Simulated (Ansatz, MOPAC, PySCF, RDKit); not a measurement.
ethylamine (SMILES CCN) and NH3 (SMILES N) are pulled apart as rigid monomers along the line of their centres of mass, from the B3LYP-D3(BJ)/def2-TZVP minimum. Starting geometry (charge 0, multiplicity 1):
```xyz
14

C      1.341     0.268     0.357
C     -0.112     0.677     0.176
N     -1.009    -0.373     0.679
H      2.009     1.048    -0.013
H      1.559     0.094     1.411
H      1.560    -0.647    -0.201
H     -0.298     0.924    -0.879
H     -0.309     1.582     0.755
H     -1.980    -0.117     0.537
H     -0.855    -1.239     0.174
N      0.016    -0.176     3.699
H      0.288    -1.068     4.096
H     -0.673     0.229     4.322
H     -0.442    -0.364     2.806
```

Interaction energies with rigid monomers; basis-set methods are counterpoise corrected unless marked otherwise.

Rows in 6-31G*, STO-3G carry no dispersion term and start afresh at each structure (6-31G* with six Cartesian d functions). The state that PM7 reach isn't checked; PM7 holds dispersion and hydrogen-bond terms.

Codes used: Ansatz (Gaussian basis) for Hartree–Fock, density functionals and correlated methods; MOPAC for PM7 (differences of heats of formation); PySCF for 6-31G* rows, STO-3G rows, the dispersion terms; RDKit for the force fields. 

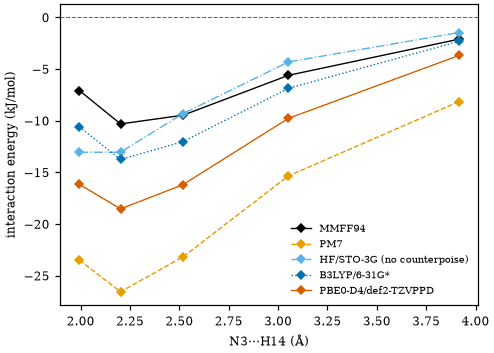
*Interaction energy against separation*

Q: Which level binds most strongly at N3···H14 = 2.20, and by how much?

A: PM7, -27 kJ/mol.

Ansatz is an electronic-structure program.
